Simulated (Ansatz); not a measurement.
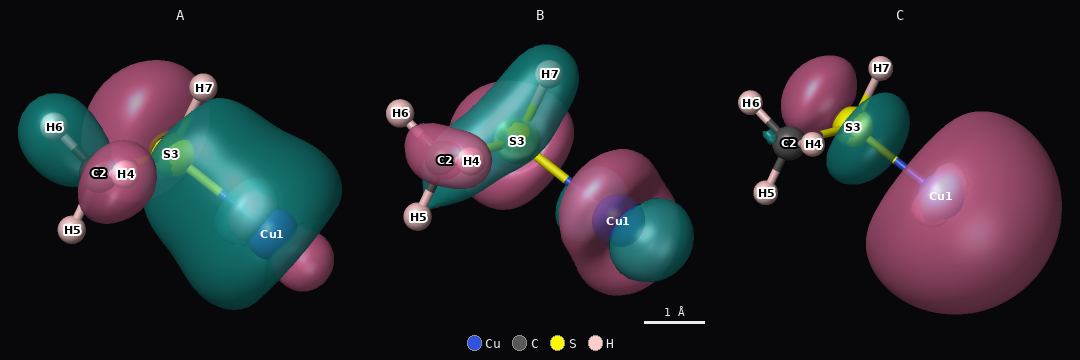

Figure 1: CH4CuS (charge +1). Three frontier orbitals at ±0.08 Å⁻³ᐟ² (teal and pink are the two phases), in no order.

Geometry: PBE0-D4/def2-TZVP.

Computed with Ansatz 0.2.0, RKS PBE0-D4/def2-TZVPPD.

```xyz
7

Cu   -0.3608    2.1060   -1.3738
C    -0.1068   -0.8084    0.0659
S    -0.2599    0.9476    0.5002
H     0.6630   -0.9745   -0.6824
H    -1.0809   -1.1204   -0.3074
H     0.1176   -1.3471    0.9853
H     1.0277    1.1967    0.8121
```

Question: Order the three orbitals by energy and name them.

Answer: B is the HOMO−1 (−13.83 eV). By Hirshfeld shares it lies mainly on Cu1 (about 80 %) and S3 (about 15 %). A is the HOMO (−12.99 eV). By Hirshfeld shares it lies mainly on Cu1 (about 55 %) and S3 (about 35 %). C is the LUMO (−7.52 eV). By Hirshfeld shares it lies mainly on Cu1 (about 85 %) and S3 (about 10 %).

Question: What is the HOMO–LUMO gap?

Answer: 5.47 eV between the orbital energies.
